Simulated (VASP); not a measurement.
Energy against volume of CdF2 (fluorite). Calculation: optB88-vdW, VASP's PBE PAW potentials (set 64) (plane waves; VASP).

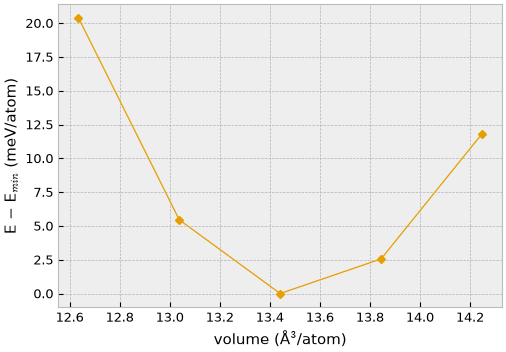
Figure. Energy against volume

Estimate the equilibrium volume and the bulk modulus.

The minimum lies near 13.5 Å³/atom, and the curvature gives B0 of about 100 GPa.

The compound is CdF2 in the fluorite structure. It was relaxed first.
